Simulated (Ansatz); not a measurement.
Base system: BeSe in the zinc blende structure (space group F-43m, No. 216; a = 5.129 Å).

Modification: S replaces 75.0 % of the Se, ordered in a cell of 8 atoms (starting symmetry I-42m) and fully relaxed.

Level of theory: Kohn–Sham DFT with the PBEsol functional, run in Ansatz (a first-principles code) with PAW and 420 eV plane waves, scalar-relativistic without spin-orbit coupling.

The zone is the changed cell's own and can be folded.

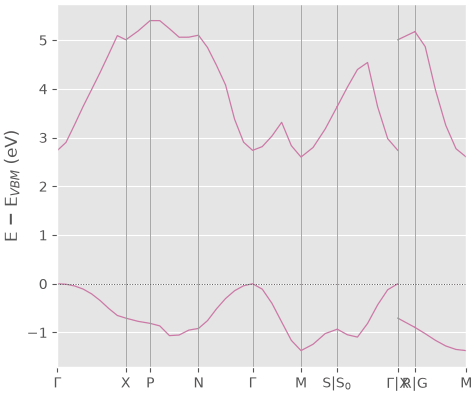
Highest valence and lowest conduction band along the path of the changed cell's own zone

Question: Read the changed gap and its character from the plot.

Answer: About 2.6 eV, indirect, Γ → M.

These are small ordered cells, not random alloys; other orderings at the same x differ. No phonon test of stability was made. Labels are those of the standard path for the cell's own space group.
